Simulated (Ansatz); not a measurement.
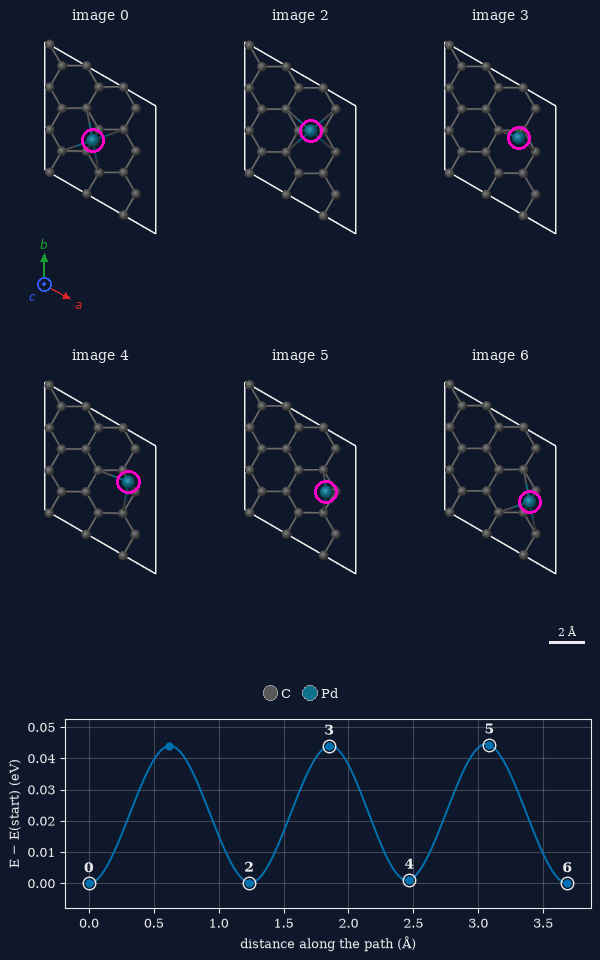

A search for the minimum-energy path of Pd on graphene monolayer (19 atoms in the cell) by the nudged elastic band. Images are numbered from 0 (start) to 6 (end). Style: ball-and-stick. Shown: the simulation cell, with the vacuum cut short (origin moved), along the c axis. The moving atom is ringed, with any periodic copies. Bonds to atoms that aren't drawn are left out.

Level of theory: DFT LDA, scalar-relativistic, plane waves, PAW (Ansatz 0.2.0).

Input
```yaml
crystal:
  lattice:
    - [7.398, 0.0, 0.0]
    - [-3.699, 6.406856, 0.0]
    - [0.0, 0.0, 11.0]
  atoms:
    - { symbol: C, position: [-0.00751061, 6.272e-05, 0.08862369] }
    - { symbol: C, position: [0.21509137, 0.11167782, 0.08912069] }
    - { symbol: C, position: [-0.00997772, 0.33179025, 0.09133596] }
    - { symbol: C, position: [0.21399068, 0.44306694, 0.09770074] }
    - { symbol: C, position: [-0.00809705, 0.66659348, 0.08720743] }
    - { symbol: C, position: [0.2141437, 0.78002663, 0.091337] }
    - { symbol: C, position: [0.32572763, 0.00012957, 0.08911514] }
    - { symbol: C, position: [0.54833421, 0.11175033, 0.08861581] }
    - { symbol: C, position: [0.32668378, 0.33179434, 0.09133452] }
    - { symbol: C, position: [0.54891746, 0.44522255, 0.0872267] }
    - { symbol: C, position: [0.32684165, 0.66876225, 0.09769776] }
    - { symbol: C, position: [0.55079616, 0.78002326, 0.09134369] }
    - { symbol: C, position: [0.65931405, 0.00013154, 0.08911615] }
    - { symbol: C, position: [0.88149636, 0.11168013, 0.08912292] }
    - { symbol: C, position: [0.65904683, 0.33317658, 0.0867045] }
    - { symbol: C, position: [0.88120786, 0.44521514, 0.08721199] }
    - { symbol: C, position: [0.65959939, 0.66659135, 0.0872259] }
    - { symbol: C, position: [0.88177419, 0.778633, 0.0867094] }
    - { symbol: Pd, position: [0.27025106, 0.55589102, 0.2759774] }
basis:
  ecutwfc: 420.0
kpoints:
  mp_grid: { grid: [2, 2, 1] }
hamiltonian:
  xc: lda
scf:
  occupations: { method: fermi_dirac, width: 0.05 }
  lower_state_search: "off"
neb:
  images: 5
  f_tol: 0.05
  initial_path: linear
  max_iterations: 59
  optimiser: lbfgs
  final_atoms:
    - { symbol: C, position: [-0.00735262, 0.00013154, 0.08911615] }
    - { symbol: C, position: [0.21482969, 0.11168013, 0.08912292] }
    - { symbol: C, position: [-0.00761984, 0.33317658, 0.0867045] }
    - { symbol: C, position: [0.21454119, 0.44521514, 0.08721199] }
    - { symbol: C, position: [-0.00706728, 0.66659135, 0.0872259] }
    - { symbol: C, position: [0.21510752, 0.778633, 0.0867094] }
    - { symbol: C, position: [0.32582272, 6.272e-05, 0.08862369] }
    - { symbol: C, position: [0.5484247, 0.11167782, 0.08912069] }
    - { symbol: C, position: [0.32335561, 0.33179025, 0.09133596] }
    - { symbol: C, position: [0.54732401, 0.44306694, 0.09770074] }
    - { symbol: C, position: [0.32523628, 0.66659348, 0.08720743] }
    - { symbol: C, position: [0.54747703, 0.78002663, 0.091337] }
    - { symbol: C, position: [0.65906096, 0.00012957, 0.08911514] }
    - { symbol: C, position: [0.88166754, 0.11175033, 0.08861581] }
    - { symbol: C, position: [0.66001711, 0.33179434, 0.09133452] }
    - { symbol: C, position: [0.88225079, 0.44522255, 0.0872267] }
    - { symbol: C, position: [0.66017498, 0.66876225, 0.09769776] }
    - { symbol: C, position: [0.88412949, 0.78002326, 0.09134369] }
    - { symbol: Pd, position: [0.60358439, 0.55589102, 0.2759774] }
  order_check: true
```

Command:
```bash
ansatz run input.yaml --threads 1 --pin off --max-ram 3072MiB --backend cpu --events-out ev --progress --plain --runs-dir out
```

Read off the barrier and say what moves.

Answer. The adsorbate starts on a hollow site and hops by a lattice vector of the surface; other mechanisms, such as exchange with a surface atom, weren't searched. The path has more than one stage, and so few images may leave a stage unresolved. The Pd atom travels furthest, 2.47 Å from end to end, on a path that bends up to 1.00 Å away from the straight line. At the highest image its nearest neighbour (C) is 2.04 Å away, against 2.09 Å at the start, and the surrounding atoms stand up to 0.07 Å off the mean of their end positions. The two ends have the same energy, and the highest point, image 5, lies 0.044 eV above the start. The profile has 3 maxima (images 1, 3, 5) with a dip at image 2, 4 (0.000 eV, 0.001 eV), so the process runs in steps. The band converged in 34 iterations. The climbing image converged on the top of the path. A check of its curvatures didn't confirm a first-order saddle.

Limits of the set-up: the periodic images lie only 7.4 Å apart, so the values are limited by the cell's size.

The run took 20 min on 1 thread of Arm Neoverse V2, on a shared host, peak memory 0.92 GiB.
